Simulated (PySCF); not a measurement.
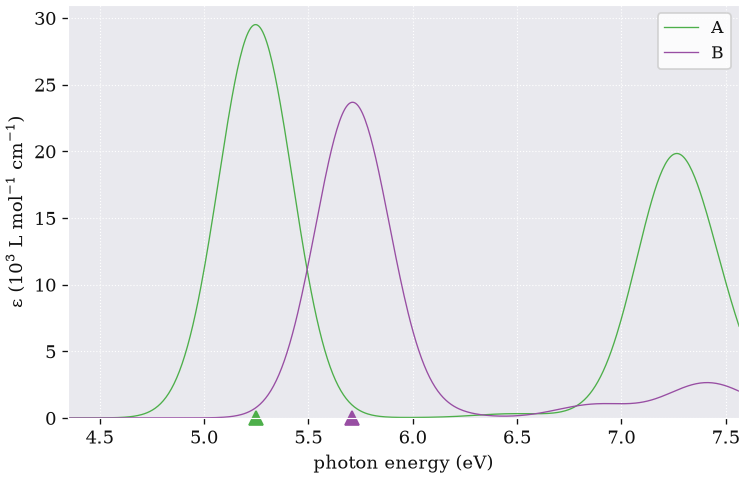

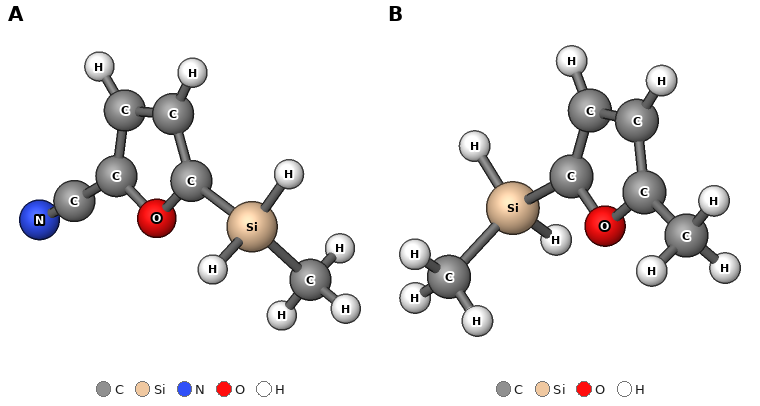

Related molecules: A is C₆H₇NOSi, SMILES C[SiH2]c1ccc(C#N)o1; B is C₆H₁₀OSi, SMILES C[SiH2]c1ccc(C)o1. Vertical TDDFT absorption, CAM-B3LYP/def2-SVPD in PySCF, at a GFN2-xTB geometry (no frequency check); Gaussians of 1/e half-width 0.25 eV, triangles mark S1, and the range ends where the computed states of one molecule run out.

**How does the lowest singlet move?**

A: 5.25 eV (f = 0.455, mainly HOMO → LUMO (96 %)); B: 5.71 eV (f = 0.365, mainly HOMO → LUMO (90 %)). From A to B it shifts 0.46 eV to the blue.

**And the brightest state of each within the range drawn?**

A: S1 at 5.25 eV, f = 0.46; B: S1 at 5.71 eV, f = 0.36.

Caveats, for all or some of the runs: core orbitals are frozen in the response; one conformer of a flexible molecule; states above the negative HOMO energy depend on the basis; the tight-binding geometry is rougher than a DFT one and adds to the error.
